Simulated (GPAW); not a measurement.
# Polarising a 7-layer slab of Ca(111) with a field along the normal

The dipole of the cell at several fields, atoms fixed. What does the strongest field give, and what length does the slope stand for?

How it was computed: GPAW 26.7.0, plane waves (400 eV), PAW setups, PBE, 9×9 mesh, a dipole layer in the vacuum; geometry relaxed without an applied field with GPAW. The cell's area is 13.48 Å², and e/ε0 = 180.95 V Å.

The runs, one held back:

```tsv
field (V/Å)	dipole (e Å)
−0.2	−0.3622
−0.1	−0.1797
−0.05	−0.0886
0.05	0.0937
0.1	0.1849
0.2	0.3672
0.3	?
```

To predict: What is the dipole at 0.3 V/Å?

Worked answer. A line through the 6 points has the slope α = 1.823 e Å per V/Å and the intercept p₀ = 0.0026 e Å (r.m.s. residual 5.0e−05). At 0.3 V/Å it gives p = 0.0026 + 1.823 × 0.3 = 0.5496 e Å; the run gives 0.5499 e Å, so the response stays linear to 0.1 % of the induced part. Dividing by ε0 and the area: α/(ε0 A) = 1.823 × 180.95 / 13.48 = 24.47 Å, against 19.23 Å between the outer nuclei. A metal screens fully, so the excess of 5.24 Å puts the image planes about 2.62 Å outside the outer atoms on average.

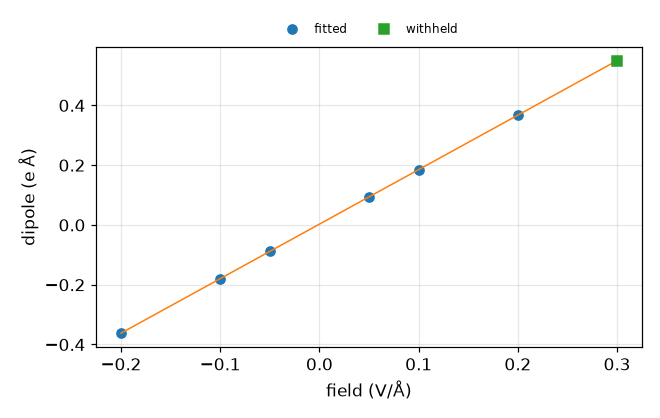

The line and the withheld run.

**Limits.** This is the electronic response alone; ions that move would add to it in polar layers. No run was spin-polarised, so magnetic states weren't tested.

[Logs are printed without paths, hosts, clocks, repeated set-up lines and the standing remarks that a program may print on its own settings, such as how far it seeks lower states.]
